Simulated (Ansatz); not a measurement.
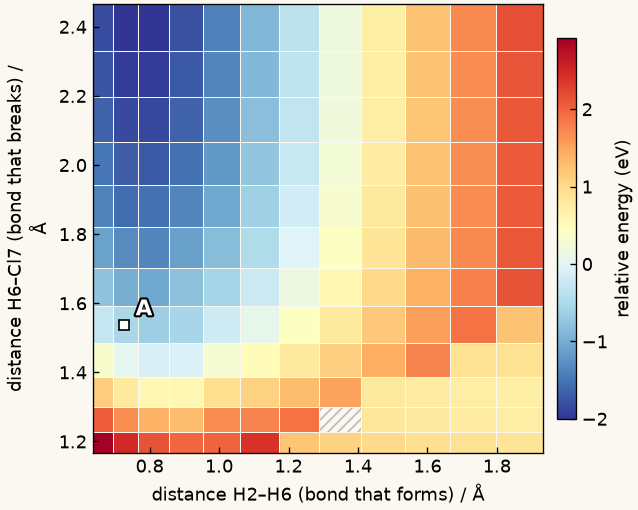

The reacting system Cl2H4Si (fragments ClHSi + H₂ + ClH where the first distance is long, Cl₂H₂Si + H₂ where the second is long). 
- Coordinates scanned: (1) distance H2–H6 (bond that forms); (2) distance H6–Cl7 (bond that breaks).
- Relaxed at each point: all other coordinates.
- Grid: 12 × 12 points. At 1 point there is no value.
- Points are written as (first, second).
- All energies are given in eV relative to a guessed transition structure relaxed with its forming and breaking bonds held.
- Energies and slopes of some neighbouring points disagree (a jump in structure or state, or too coarse a mesh). The reference is spin-restricted, so regions where a bond is pulled apart into radicals lie too high.
- Level of theory: RKS r2SCAN-D4/def2-SVP (Ansatz 0.2.0).

In the figure: one coloured cell a grid point, hatched blanks where no value was computed, the point A.

### Is A at rest? If not, where is it pushed?

A, at (0.726 Å, 1.536 Å), is not a stationary point. The computed force is 2.9 eV for each Å towards larger values of the first coordinate and 4.9 eV for each Å towards larger values of the second coordinate.
